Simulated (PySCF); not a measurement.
Consider C₃H₆NSSi (SMILES C=C/[C]=N/[SiH2]S) (doublet).

| atom | x (Å) | y (Å) | z (Å) |
| --- | --- | --- | --- |
| C | 2.9239 | 0.0677 | 0.2551 |
| C | 1.7052 | 0.6026 | 0.5987 |
| C | 0.5028 | 0.1340 | 0.2398 |
| N | -0.5845 | -0.3403 | 0.0277 |
| Si | -1.9945 | -0.3867 | -0.9591 |
| S | -3.5443 | 0.4061 | 0.3064 |
| H | 2.9937 | -0.8212 | -0.3429 |
| H | 3.8325 | 0.5302 | 0.5864 |
| H | 1.6718 | 1.5017 | 1.2032 |
| H | -2.1859 | -1.8137 | -1.1601 |
| H | -2.0766 | 0.4324 | -2.1574 |
| H | -3.2430 | -0.3136 | 1.3762 |

Geometry: GFN2-xTB.

Theory: UKS B3LYP, pcH-1 on C H N S Si, non-relativistic, mean-field spin-orbit, GIAO in PySCF.

Predict the electron density, electron localisation function and spin density between the atoms.

Answer. C–N (1.21 Å): ρ is about 3.1 e/Å³ halfway; the ELF peaks at about 0.90 between the atoms (a multiple bond).
C–C (1.34 Å): ρ at the midpoint is about 2.2 e/Å³; the ELF peaks at about 0.95 between the atoms; a short, multiple covalent bond.
C–H (1.07 Å): the density is about 2 e/Å³ at the midpoint; the ELF climbs to about 1 towards the hydrogen, as it does in any bond to H; an ordinary covalent bond to hydrogen.
The unpaired spin (1 electron) lies mostly on C1 (about 0.5), C3 (about 0.2) and N4 (about 0.1), in electrons by Hirshfeld's partition.

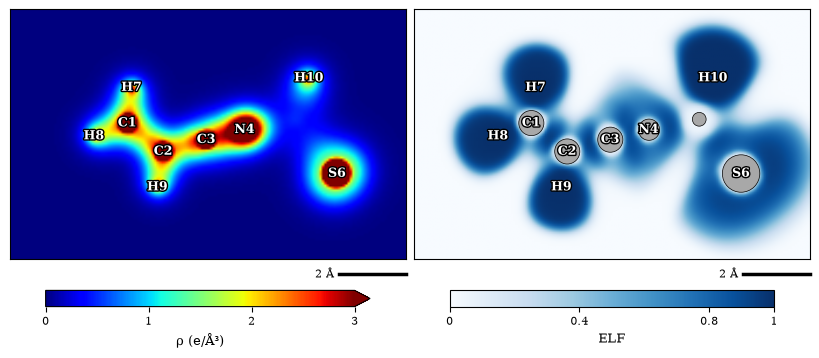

Computed electron density and electron localisation function on the plane of atoms H7, C1 and H8, in this order. Grey discs cover the atomic cores in the ELF map. 
